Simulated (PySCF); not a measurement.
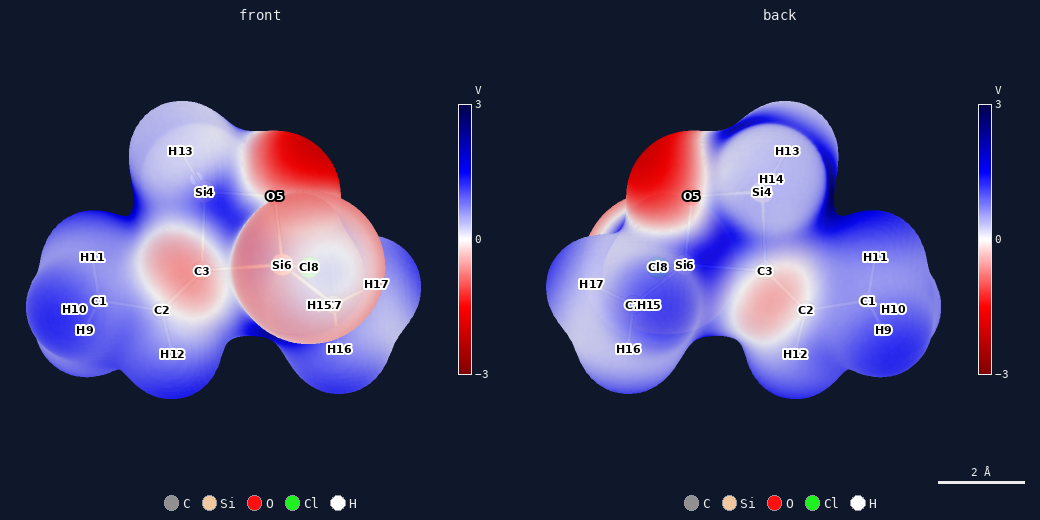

Figure 1: C$_{4}$H$_{9}$ClOSi$_{2}$. The electrostatic potential painted on the density surface at 0.004 e/bohr³, seen from the front and from behind; the colour scale runs from red (negative) to blue (positive).

Geometry: GFN2-xTB.

These are results of PBE0/pcSseg-1, SCF density, gas phase, non-relativistic (PySCF 2.14.0), not measurements.

Input

```
{"job": {"kind": "nmr", "xc": "PBE0", "basis": "pcSseg-1"}, "charge": 0, "multiplicity": 1}
C      2.729757    -0.513216    -0.573609
C      1.262201    -0.746560    -0.704934
C      0.333103     0.096371    -0.279602
Si     0.299683     1.794863     0.573287
O     -1.361078     1.669591     0.486492
Si    -1.563296     0.195985    -0.260861
C     -2.580549    -0.987465     0.803069
Cl    -2.437455     0.485393    -2.049293
H      3.190019    -1.323342    -0.008066
H      3.195070    -0.494723    -1.559061
H      2.921808     0.431428    -0.070317
H      0.985996    -1.678948    -1.187405
H      0.719441     2.942313    -0.215305
H      0.677070     1.823292     1.978500
H     -2.090876    -1.184967     1.750399
H     -2.729206    -1.933691     0.294401
H     -3.558684    -0.564295     1.012394
```

Command:

```sh
OMP_NUM_THREADS=1 python probes_run.py task.json out
```

### Where is the surface potential most negative and most positive?

The most negative region (about −1.9 V) lies over O5, the most positive (about +2.6 V) over Si4. O5 is the likeliest acceptor of a hydrogen bond.

### How polar is the molecule by this calculation?

Its dipole moment is 3.27 D.
